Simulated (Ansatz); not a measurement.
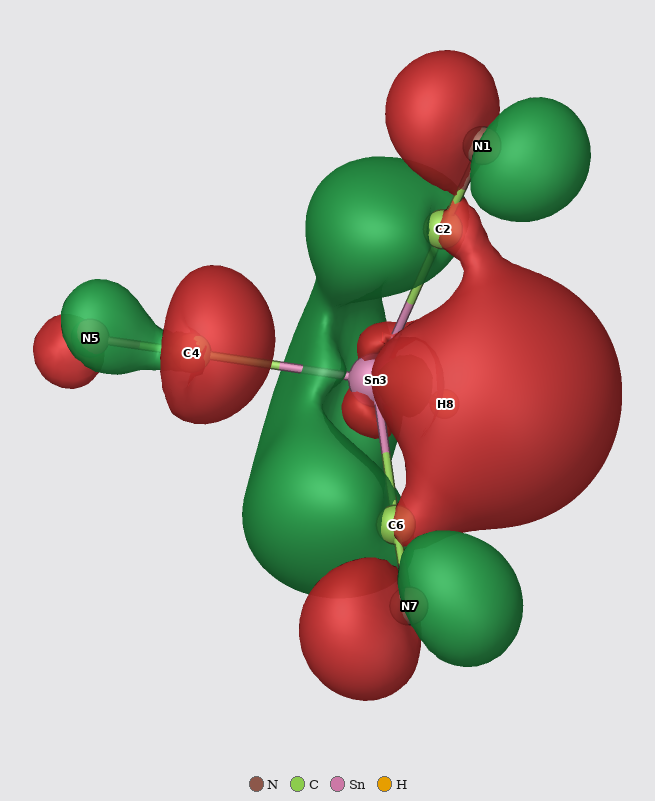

The picture shows: C3HN3Sn (SMILES N#[C][SnH]([C]#N)[C]#N). The LUMO at ±0.08 Å⁻³ᐟ² (green and red are the two phases), seen at a tilt.

Geometry: PBE0-D4/def2-TZVP; core potentials replace the inner electrons of Sn.

These are results of Ansatz 0.2.0, RKS PBE0-D4/def2-TZVPP, not measurements.

```xyz
8

N     2.3683   -1.7941    0.8584
C     1.3942   -1.2293    0.6193
Sn   -0.4016   -0.2482    0.2186
C    -0.5848   -0.1559   -1.8565
N    -0.7172   -0.1203   -2.9994
C    -0.1754    1.7134    0.8886
N    -0.0765    2.7917    1.2793
H    -1.7149   -1.0145    0.9359
```

Question: Describe this orbital and give its energy.

Answer: Its weight (Hirshfeld) is mainly on Sn3 (about 40 %), N7 (about 10 %), C4 (about 10 %), C2 (about 10 %), C6 (about 10 %), N1 (about 10 %) and N5 (about 5 %). It is one of a degenerate set, so its orientation is arbitrary. Its energy is −2.01 eV.
